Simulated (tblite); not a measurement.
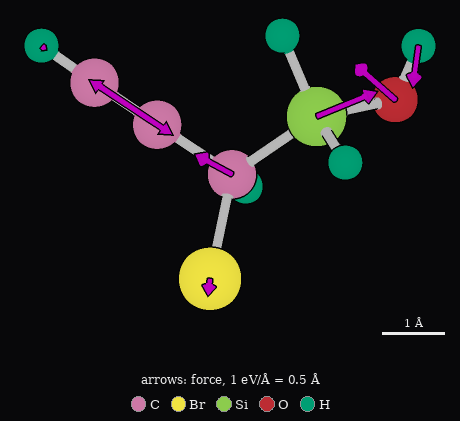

Starting geometry of C3H5BrOSi with the computed forces as purple arrows. The picture is a ball-and-stick view, seen face on.

All numbers below come from GFN2-xTB geometry optimisation, gas phase (tblite). 

Is this structure relaxed? If not, where do the atoms go?

It isn't relaxed: the largest force vector, on a C atom, is 3.12 eV/Å. The final displacements have little in common with the starting forces (cosine between the two patterns 0.14). Over 111 geometry steps the energy falls by 0.511 eV. An H atom moves most after the best rigid fit: 1.19 Å. Largest moves by element: H 1.19 Å, O 0.96 Å, Br 0.74 Å, C 0.42 Å, Si 0.15 Å. Among the contacts that change: O–Si 1.739 → 1.620 Å, Br–C 1.929 → 1.992 Å, C–Si 1.870 → 1.912 Å, H–O 0.992 → 0.952 Å. Bond angles that change, for instance: Si–O–H 104.1° → 122.7°, Br–C–Si 112.7° → 105.2°, C–Si–O 109.0° → 102.2°. Groups turn about C–Si by about 60°, O–Si by about 25°. Cost: 1.1 s on 1 thread of Arm Neoverse N1 (shared host).
